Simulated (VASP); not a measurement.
Here is the system:

```xyz
2
Lattice="3.5391 0.0000 0.0000 0.0000 3.5391 0.0000 0.0000 0.0000 3.5391" Properties=species:S:1:pos:R:3 pbc="T T T"
Y      0.0000     0.0000     0.0000
Si     1.7695     1.7695     1.7695
```

Level of theory: PBE GGA, VASP's PBE PAW potentials (set 64) (plane waves; VASP). Numerical set-up: 400 eV cut-off, 12×12×12 Γ-centred mesh, tetrahedra with Blöchl corrections, potentials Y_sv Si.

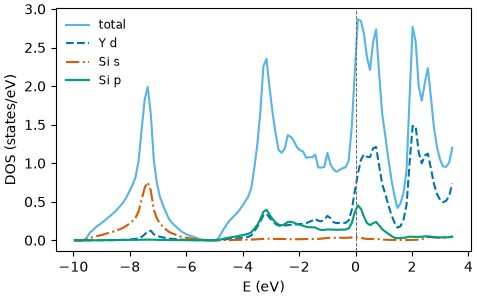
Total and projected density of states, zero at the Fermi level

Within 2 eV below the Fermi level the largest weight inside VASP's projection spheres is Y d, then Si p.

It has no gap at this level: it comes out as a metal or semimetal.

The structure was generated: YSi was put into the CsCl type type (Pm-3m), which need not be its known phase. It was relaxed first, which changed the volume by -26 %. The electron count is odd and the run is not spin-polarised, which forces a metal.
